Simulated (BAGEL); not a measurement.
**BH2S2Br (SMILES SB(S)Br) at PBE0/6-31G(d) (density fitting with qzvpp-jkfit, spherical functions)**

What is the energy change on altering one bond length of BH2S2Br at PBE0/6-31G* (density fitting with qzvpp-jkfit, spherical functions)? 

Program for the calculation: BAGEL 1.2.2.

## (1) The system as given

The species is BH2S2Br (6 atoms), meant as a singlet with charge 0. SMILES: `SB(S)Br`. Geometry: relaxed at PBE0-D4/def2-TZVP. This is one conformer, not always the lowest.

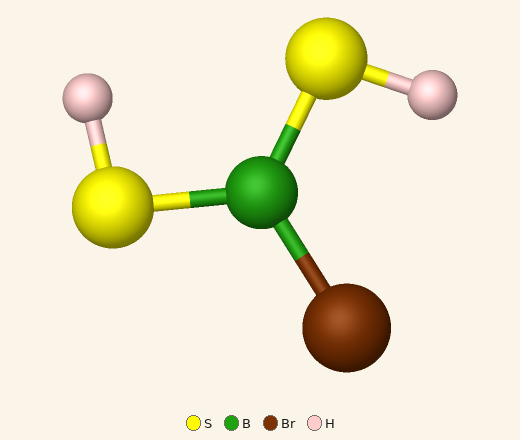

The structure, seen from a chosen angle (sulfur yellow, boron green, bromine brown, hydrogen pink).

## (2) A single-point energy at PBE0/6-31G(d) (density fitting with qzvpp-jkfit, spherical functions)

calc.json reads:

```json
{ "bagel" : [

{
  "title" : "molecule",
  "basis" : "6-31gs.json",
  "df_basis" : "qzvpp-jkfit",
  "angstrom" : true,
  "geometry" : [
    { "atom" : "S", "xyz" : [      -0.202900,       1.384700,      -0.466000 ] },
    { "atom" : "B", "xyz" : [      -0.107800,      -0.343700,      -0.003900 ] },
    { "atom" : "S", "xyz" : [       1.234500,      -0.975600,       0.999000 ] },
    { "atom" : "Br", "xyz" : [      -1.432900,      -1.619500,      -0.552900 ] },
    { "atom" : "H", "xyz" : [      -1.341200,       1.302300,      -1.173100 ] },
    { "atom" : "H", "xyz" : [       1.892300,       0.188000,       1.150600 ] }
  ]
},

{ "title" : "ks", "xc_func" : "pbe0" },

{ "title" : "print", "file" : "orbitals.molden", "orbitals" : true }

]}
```

The basis set 6-31G* is read from a file made from the Basis Set Exchange's data (not shown).

Run with:

```console
BAGEL_NUM_THREADS=1 BAGEL calc.json > calc.out
```

What it wrote:

```text
* using 1 threads per process

  ===============================================================
  ===============================================================

  *** Geometry ***

  { "atom" : "S", "xyz" : [     -0.383425,      2.616704,     -0.880612 ] },
  { "atom" : "B", "xyz" : [     -0.203712,     -0.649499,     -0.007370 ] },
  { "atom" : "S", "xyz" : [      2.332867,     -1.843617,      1.887836 ] },
  { "atom" : "Br", "xyz" : [     -2.707789,     -3.060411,     -1.044830 ] },
  { "atom" : "H", "xyz" : [     -2.534501,      2.460990,     -2.216838 ] },
  { "atom" : "H", "xyz" : [      3.575929,      0.355269,      2.174319 ] },

  Number of auxiliary basis functions:      633

  Since a DF basis is specified, we compute 2- and 3-index integrals:
    o Being stored without compression. Storage requirement is 0.037 GB

  Number of basis functions:       86
  Number of electrons      :       74

    * METHOD: MOLECULE                             0.50

  *** Kohn-Sham DFT ***

    * Removing 10852 points whose weight is below 1.00e-10
    * Grid points: 78584

  === Nuclear Repulsion ===
   354.6986681094

       - DIIS with orbital gradients will be used.

  === KS iteration (pbe0 / 6-31gs.json) ===
      0      -3265.49532795          0.19893591           0.45
      1      -2948.86382077          0.19646653           0.41
      2      -2953.70592219          0.10216110           0.42
      3      -2932.99755215          0.13697148           0.42
      4      -3334.03682990          0.10522410           0.43
      5      -3372.66900750          0.10977630           0.42
      6      -3375.40113339          0.13296929           0.42
      7      -3308.81525313          0.29556886           0.42
      8      -3316.52222225          0.17899406           0.42
      9      -3345.12094234          0.15332458           0.42
     10      -3389.93957360          0.06807411           0.42
     11      -3355.71200098          0.17504017           0.42
     12      -3388.14929787          0.06971551           0.43
     13      -3395.46894080          0.01521491           0.43
     14      -3395.70296783          0.00492642           0.43
     15      -3395.72249181          0.00122955           0.42
     16      -3395.72386357          0.00042825           0.42
     17      -3395.72397718          0.00013392           0.43
     18      -3395.72398765          0.00006277           0.43
     19      -3395.72398997          0.00001379           0.43
     20      -3395.72399012          0.00000553           0.42
     21      -3395.72399015          0.00000134           0.42
     22      -3395.72399015          0.00000031           0.43
     23      -3395.72399015          0.00000010           0.42
     24      -3395.72399015          0.00000012           0.43
     25      -3395.72399015          0.00000003           0.43
     26      -3395.72399015          0.00000001           0.43
    * SCF iteration converged.

    * Permanent dipole moment:
           (   -0.040953,    -0.503014,     0.090095) a.u.

    * METHOD: KS                                  11.84

    * METHOD: PRINT                                0.02

  ===============================================================
```

Run time: 13 s. Hardware: 1 thread of Arm Neoverse V1, shared host; peak memory 0.4 GiB.

## (3) The distorted shape, same level

dft.json reads:

```json
{ "bagel": [

{
  "title": "molecule",
  "basis": "6-31gs.json",
  "df_basis": "qzvpp-jkfit",
  "angstrom": "true",
  "geometry": [
    { "atom": "S", "xyz": [    0.707711,    1.450618,    0.099662 ] },
    { "atom": "B", "xyz": [    0.802811,   -0.277782,    0.561762 ] },
    { "atom": "S", "xyz": [    2.145111,   -0.909682,    1.564662 ] },
    { "atom": "Br", "xyz": [   -0.522289,   -1.553582,    0.012762 ] },
    { "atom": "H", "xyz": [   -1.341200,    1.302300,   -1.173100 ] },
    { "atom": "H", "xyz": [    2.802911,    0.253918,    1.716262 ] }
  ]
},
{
  "title": "ks",
  "xc_func": "pbe0"
},
{
  "title": "print",
  "file": "orbitals.molden",
  "orbitals": "true"
}

]}
```

The basis set 6-31G* is read from a file made from the Basis Set Exchange's data (not shown).

Run with:

```console
BAGEL_NUM_THREADS=1 BAGEL dft.json > dft.out
```

What it wrote:

```text
* using 1 threads per process

  ===============================================================
  ===============================================================

  *** Geometry ***

  { "atom" : "S", "xyz" : [      1.337380,      2.741271,      0.188334 ] },
  { "atom" : "B", "xyz" : [      1.517093,     -0.524932,      1.061576 ] },
  { "atom" : "S", "xyz" : [      4.053672,     -1.719050,      2.956783 ] },
  { "atom" : "Br", "xyz" : [     -0.986983,     -2.935844,      0.024117 ] },
  { "atom" : "H", "xyz" : [     -2.534501,      2.460990,     -2.216838 ] },
  { "atom" : "H", "xyz" : [      5.296734,      0.479835,      3.243265 ] },

  Number of auxiliary basis functions:      633

  Since a DF basis is specified, we compute 2- and 3-index integrals:
    o Being stored without compression. Storage requirement is 0.037 GB

  Number of basis functions:       86
  Number of electrons      :       74

    * METHOD: MOLECULE                             0.51

  *** Kohn-Sham DFT ***

    * Removing 10331 points whose weight is below 1.00e-10
    * Grid points: 79105

  === Nuclear Repulsion ===
   350.8037884829

       - DIIS with orbital gradients will be used.

  === KS iteration (pbe0 / 6-31gs.json) ===
      0      -3263.78500552          0.16382402           0.49
      1      -2944.91719801          0.19415997           0.44
      2      -2956.23706128          0.10222796           0.44
      3      -3007.15771380          0.15573595           0.44
      4      -3201.12793021          0.13847182           0.44
      5      -3366.77816326          0.09954217           0.44
      6      -3221.91908322          0.20707379           0.44
      7      -3330.61868406          0.29107566           0.42
      8      -3234.24870762          0.22237880           0.42
      9      -3335.52513411          0.12567105           0.43
     10      -3391.03417203          0.06106884           0.45
     11      -3393.05999873          0.06262028           0.44
     12      -3394.52772347          0.02900467           0.44
     13      -3395.43929360          0.00952838           0.44
     14      -3395.41088696          0.01210532           0.44
     15      -3395.58857574          0.00235433           0.43
     16      -3395.59169715          0.00151560           0.43
     17      -3395.59390903          0.00033386           0.43
     18      -3395.59397767          0.00020658           0.43
     19      -3395.59401477          0.00004488           0.44
     20      -3395.59401579          0.00003073           0.43
     21      -3395.59401683          0.00000597           0.44
     22      -3395.59401686          0.00000386           0.44
     23      -3395.59401688          0.00000130           0.44
     24      -3395.59401688          0.00000060           0.44
     25      -3395.59401688          0.00000027           0.44
     26      -3395.59401688          0.00000010           0.44
     27      -3395.59401688          0.00000007           0.44
     28      -3395.59401688          0.00000002           0.44
     29      -3395.59401688          0.00000001           0.44
    * SCF iteration converged.

    * Permanent dipole moment:
           (   -0.064966,    -0.416318,     0.054638) a.u.

    * METHOD: KS                                  13.55

    * METHOD: PRINT                                0.02

  ===============================================================
```

It took 14 s on 1 thread of Arm Neoverse V1, shared host; peak memory 0.4 GiB.

## (4) Results

At PBE0/6-31G* (density fitting with qzvpp-jkfit, spherical functions):

| quantity | value |
| --- | --- |
| first shape: total energy | -3395.72399 Eh |
| first shape: dipole moment | 1.30 D |
| first shape: HOMO energy | -7.78 eV |
| first shape: LUMO energy | -1.07 eV |
| first shape: HOMO–LUMO gap | 6.71 eV |
| distorted shape: total energy | -3395.59402 Eh |
| distorted shape: dipole moment | 1.08 D |
| distorted shape: HOMO energy | -7.74 eV |
| distorted shape: LUMO energy | -4.69 eV |
| distorted shape: HOMO–LUMO gap | 3.05 eV |
| energy change with the S1–H5 bond stretched from 1.343 to 2.417 Å | 3.537 eV |

**Reading.** With the S1–H5 bond stretched from 1.343 to 2.417 Å the energy rises by 3.54 eV (82 kcal/mol). The first shape isn't relaxed at this level, so the change isn't measured from a minimum. A restricted reference can't describe the breaking bond well at this length.
